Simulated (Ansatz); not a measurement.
The calculation's input:

```
crystal:
  lattice:
    - [5.0591271663, 0.0, 0.0]
    - [0.0, 5.0591271663, 0.0]
    - [0.0, 0.0, 5.0591271663]
  atoms:
    - { symbol: Ga, position: [0.5, 0.5, 0.5] }
    - { symbol: B, position: [0.5, 0.0, 0.0] }
    - { symbol: B, position: [0.0, 0.0, 0.5] }
    - { symbol: B, position: [0.0, 0.5, 0.0] }
    - { symbol: As, position: [0.7664506371, 0.2335493629, 0.7664506371] }
    - { symbol: As, position: [0.7664506371, 0.7664506371, 0.2335493629] }
    - { symbol: As, position: [0.2335493629, 0.2335493629, 0.2335493629] }
    - { symbol: As, position: [0.2335493629, 0.7664506371, 0.7664506371] }
basis:
  ecutwfc: 420
kpoints:
  mp_grid: { grid: [8, 8, 8] }
hamiltonian:
  xc: pbe
scf:
  occupations: { method: gaussian, width: 0.02 }
output:
  forces: true
  stress: true
  eigenvalues: true
  write_density: true
  write_potential: true
  elf: true
  volumetric_format: npy
relax:
  adjacent_minimum: "off"
  f_tol: 0.01
  max_steps: 80
  cell: { stress_tol: 0.05 }
```

Command:

```sh
ansatz run input.yaml --threads 1 --pin off --max-ram 2560MiB --backend cpu --events-out ev --progress --plain --runs-dir out
```

Below, planes, directions and counts refer to the conventional cell (a = 5.06 Å, b = 5.06 Å, c = 5.06 Å, α = 90.00°, β = 90.00°, γ = 90.00°).

The fields are those of the relaxed geometry.

Space group P-43m; a structure generated by program, which may or may not match a known phase.

Method: DFT PBE, scalar-relativistic, plane waves, PAW (Ansatz 0.2.0).

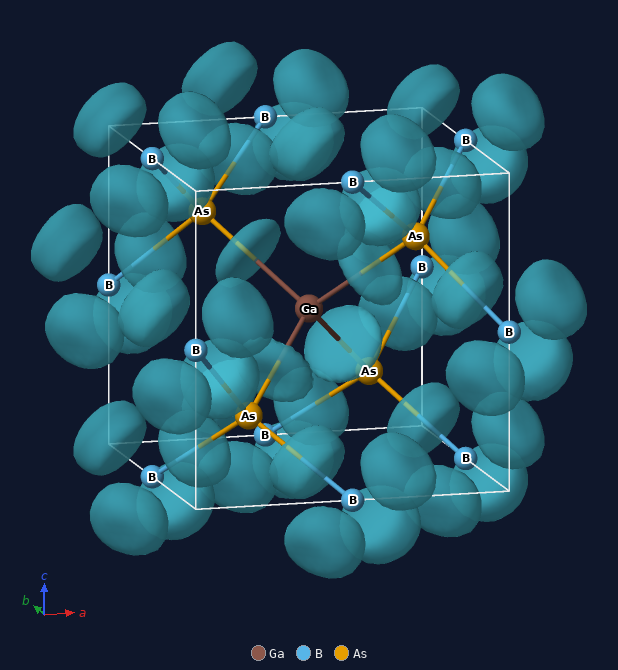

GaB$_{3}$As$_{4}$. Isosurface of the electron localisation function at 0.7 (cyan), seen slightly off an axis. Only the valence region is drawn (cores and ρ < 0.01 e/Å³ removed). Sticks mark near contacts.

Core electrons are frozen (PAW), and the valence fields are smoothed inside the atomic spheres.

Identify the bonds, lone pairs and shells in this picture.

Answer. At this value the surface marks out twelve regions between bonded As–B atoms (shared pairs) and four regions between bonded As–Ga atoms (shared pairs), counted in one cell of 8 atoms. Any copies at cell faces, edges or corners count once. Profiles from the grid: B–As (2.15 Å): the ELF peaks at about 0.90 between the atoms (a shared electron pair). Ga–As (2.33 Å): the ELF peaks at about 0.80 between the atoms; a covalent bond.
